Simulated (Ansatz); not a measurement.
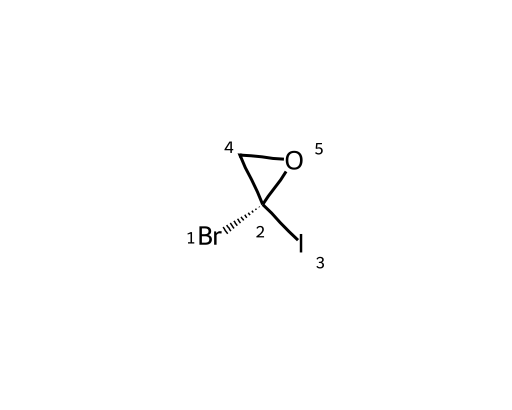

Skeletal drawing with numbered atoms; wedges and dashes mark any stereocentres. The configuration is that of a computed structure (PBE0-D4/def2-TZVP).

### What are the Cahn–Ingold–Prelog descriptors?

C2: S.

### Write the isomeric SMILES.

Br[C@]1(I)CO1
